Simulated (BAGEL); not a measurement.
# RI-MP2/cc-pVDZ (density fitting with qzvpp-jkfit) run of CH4GaNO (SMILES [H]/N=[C](/O)[GaH2])

Aim: the energy change on altering one bond length of CH4GaNO at RI-MP2/cc-pVDZ (density fitting with qzvpp-jkfit), from 2 runs. 

Program for the calculation: BAGEL 1.2.2.

6 further runs of the same task are left out: 5 that didn't finish, 1 set aside as unsound or not needed. Runs told in other sessions of the task aren't counted.

## Step 1: The structure to begin with

CH4GaNO: 8 atoms, total charge 0, spin state singlet. As SMILES, `[H]/N=[C](/O)[GaH2]`. Geometry: a GFN2-xTB relaxation, a rough one for these elements and not checked as a minimum. This is one conformer, not always the lowest.

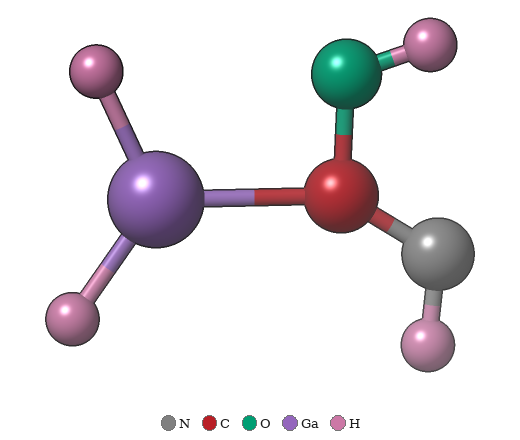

The structure, seen from a chosen angle (nitrogen grey, carbon red, oxygen teal, gallium purple, hydrogen pink).

## Step 2: The energy at RI-MP2/cc-pVDZ (density fitting with qzvpp-jkfit)

File job.json:

```json
{ "bagel": [

{
  "title": "molecule",
  "basis": "cc-pvdz.json",
  "df_basis": "qzvpp-jkfit",
  "angstrom": true,
  "geometry": [
    { "atom": "N", "xyz": [    0.267210,    1.698430,   -0.571890 ] },
    { "atom": "C", "xyz": [    0.149730,    0.564910,   -0.039070 ] },
    { "atom": "O", "xyz": [    0.617220,    0.369800,    1.214860 ] },
    { "atom": "Ga", "xyz": [   -0.497370,   -1.361220,   -0.215180 ] },
    { "atom": "H", "xyz": [   -0.102920,    1.781740,   -1.514050 ] },
    { "atom": "H", "xyz": [    1.012080,    1.182710,    1.574450 ] },
    { "atom": "H", "xyz": [   -1.212300,   -1.988570,   -1.508820 ] },
    { "atom": "H", "xyz": [   -0.233640,   -2.247790,    1.059690 ] }
  ]
},
{ "title": "hf" },
{ "title": "mp2", "ncore": 12 }

]}
```

The basis set cc-pVDZ is read from a file made from the Basis Set Exchange's data (not shown).

On the command line:

```sh
BAGEL_NUM_THREADS=1 BAGEL job.json > job.out
```

What it wrote:

```text
* using 1 threads per process

  ===============================================================
  ===============================================================

  *** Geometry ***

  { "atom" : "N", "xyz" : [      0.504954,      3.209568,     -1.080715 ] },
  { "atom" : "C", "xyz" : [      0.282949,      1.067525,     -0.073832 ] },
  { "atom" : "O", "xyz" : [      1.166377,      0.698821,      2.295753 ] },
  { "atom" : "Ga", "xyz" : [     -0.939893,     -2.572333,     -0.406631 ] },
  { "atom" : "H", "xyz" : [     -0.194491,      3.367001,     -2.861140 ] },
  { "atom" : "H", "xyz" : [      1.912554,      2.234998,      2.975279 ] },
  { "atom" : "H", "xyz" : [     -2.290915,     -3.757853,     -2.851257 ] },
  { "atom" : "H", "xyz" : [     -0.441516,     -4.247707,      2.002524 ] },

  Number of auxiliary basis functions:      567

  Since a DF basis is specified, we compute 2- and 3-index integrals:
    o Being stored without compression. Storage requirement is 0.036 GB

  Number of basis functions:       89
  Number of electrons      :       56

    * METHOD: MOLECULE                             0.37

  *** RHF ***

  === Nuclear Repulsion ===
   237.9991770497

      * DIIS with orbital gradients will be used.

  === RHF iteration (cc-pvdz.json) ===
      0      -2092.46248691          0.01533766           0.11
      1      -2092.62180645          0.00996737           0.10
      2      -2092.68754426          0.00146913           0.10
      3      -2092.68995597          0.00062758           0.10
      4      -2092.69029016          0.00018440           0.10
      5      -2092.69035820          0.00010713           0.10
      6      -2092.69037431          0.00004767           0.10
      7      -2092.69037931          0.00000893           0.10
      8      -2092.69037943          0.00000258           0.10
      9      -2092.69037944          0.00000098           0.10
     10      -2092.69037944          0.00000028           0.10
     11      -2092.69037944          0.00000010           0.10
     12      -2092.69037944          0.00000005           0.10
     13      -2092.69037944          0.00000001           0.10
     14      -2092.69037944          0.00000001           0.10
    * SCF iteration converged.

    * Permanent dipole moment:
           (    0.147589,     0.232078,     0.176766) a.u.

    * METHOD: HF                                   1.79

  *** RHF ***

  === Nuclear Repulsion ===
   237.9991770497

      * DIIS with orbital gradients will be used.

  === RHF iteration (cc-pvdz.json) ===
      0      -2092.69037944          0.00000000           0.10
    * SCF iteration converged.

    * Permanent dipole moment:
           (    0.147590,     0.232078,     0.176766) a.u.

  === DF-MP2 calculation ===

    * freezing 12 orbitals
    * 3-index integral transformation done
    * assembly done

      MP2 correlation energy:   -0.5662723053      0.06

      MP2 total energy:       -2093.2566517490

    * METHOD: MP2                                  0.28

  ===============================================================
```

It took 2.6 s on 1 thread of Arm Neoverse V1, shared host.

## Step 3: The distorted shape, same level

File input.json:

```json
{ "bagel" : [

{
  "title" : "molecule",
  "basis" : "cc-pvdz.json",
  "df_basis" : "qzvpp-jkfit",
  "angstrom" : true,
  "geometry" : [
    { "atom" : "N", "xyz" : [    0.322719,    1.685936,   -0.430594 ] },
    { "atom" : "C", "xyz" : [    0.205239,    0.552416,    0.102226 ] },
    { "atom" : "O", "xyz" : [    0.672729,    0.357306,    1.356156 ] },
    { "atom" : "Ga", "xyz" : [   -0.441861,   -1.373714,   -0.073884 ] },
    { "atom" : "H", "xyz" : [   -0.102920,    1.781740,   -1.514050 ] },
    { "atom" : "H", "xyz" : [    1.067589,    1.170216,    1.715746 ] },
    { "atom" : "H", "xyz" : [   -1.156791,   -2.001064,   -1.367524 ] },
    { "atom" : "H", "xyz" : [   -0.178131,   -2.260284,    1.200986 ] }
  ]
},
{ "title" : "hf" },
{ "title" : "mp2", "ncore" : 12 }

]}
```

The basis set cc-pVDZ is read from a file made from the Basis Set Exchange's data (not shown).

On the command line:

```sh
BAGEL_NUM_THREADS=1 BAGEL input.json > input.out
```

What it wrote:

```text
* using 1 threads per process

  ===============================================================
  ===============================================================

  *** Geometry ***

  { "atom" : "N", "xyz" : [      0.609851,      3.185957,     -0.813705 ] },
  { "atom" : "C", "xyz" : [      0.387846,      1.043915,      0.193179 ] },
  { "atom" : "O", "xyz" : [      1.271274,      0.675210,      2.562763 ] },
  { "atom" : "Ga", "xyz" : [     -0.834996,     -2.595943,     -0.139621 ] },
  { "atom" : "H", "xyz" : [     -0.194491,      3.367001,     -2.861140 ] },
  { "atom" : "H", "xyz" : [      2.017451,      2.211388,      3.242290 ] },
  { "atom" : "H", "xyz" : [     -2.186018,     -3.781463,     -2.584246 ] },
  { "atom" : "H", "xyz" : [     -0.336619,     -4.271318,      2.269535 ] },

  Number of auxiliary basis functions:      567

  Since a DF basis is specified, we compute 2- and 3-index integrals:
    o Being stored without compression. Storage requirement is 0.036 GB

  Number of basis functions:       89
  Number of electrons      :       56

    * METHOD: MOLECULE                             0.37

  *** RHF ***

  === Nuclear Repulsion ===
   237.2724645941

      * DIIS with orbital gradients will be used.

  === RHF iteration (cc-pvdz.json) ===
      0      -2092.45011418          0.01491292           0.11
      1      -2092.60442264          0.00978925           0.10
      2      -2092.67059953          0.00141927           0.10
      3      -2092.67294118          0.00058847           0.10
      4      -2092.67322396          0.00017244           0.10
      5      -2092.67328049          0.00009508           0.10
      6      -2092.67329382          0.00004400           0.10
      7      -2092.67329814          0.00001024           0.10
      8      -2092.67329832          0.00000366           0.10
      9      -2092.67329833          0.00000144           0.10
     10      -2092.67329833          0.00000043           0.10
     11      -2092.67329833          0.00000024           0.10
     12      -2092.67329833          0.00000008           0.10
     13      -2092.67329833          0.00000003           0.10
     14      -2092.67329833          0.00000001           0.10
     15      -2092.67329833          0.00000001           0.10
    * SCF iteration converged.

    * Permanent dipole moment:
           (    0.149273,     0.239609,     0.175372) a.u.

    * METHOD: HF                                   1.89

  *** RHF ***

  === Nuclear Repulsion ===
   237.2724645941

      * DIIS with orbital gradients will be used.

  === RHF iteration (cc-pvdz.json) ===
      0      -2092.67329833          0.00000000           0.10
    * SCF iteration converged.

    * Permanent dipole moment:
           (    0.149273,     0.239609,     0.175372) a.u.

  === DF-MP2 calculation ===

    * freezing 12 orbitals
    * 3-index integral transformation done
    * assembly done

      MP2 correlation energy:   -0.5707128978      0.06

      MP2 total energy:       -2093.2440112294

    * METHOD: MP2                                  0.28

  ===============================================================
```

Run time: 2.7 s. Hardware: 1 thread of Arm Neoverse V1, shared host.

## Step 4: What came out

Level: RI-MP2/cc-pVDZ (density fitting with qzvpp-jkfit), 12 core orbitals frozen.

| quantity | value |
| --- | --- |
| first shape: total energy | -2093.25665 Eh |
| first shape: correlation energy (12 core orbitals frozen) | -566.3 mEh |
| distorted shape: total energy | -2093.24401 Eh |
| distorted shape: correlation energy (12 core orbitals frozen) | -570.7 mEh |
| energy change with the N1–H5 bond stretched from 1.016 to 1.168 Å | 0.344 eV |

In words: With the N1–H5 bond stretched from 1.016 to 1.168 Å the energy rises by 0.34 eV (7.9 kcal/mol). The first shape isn't relaxed at this level, so the change isn't measured from a minimum.
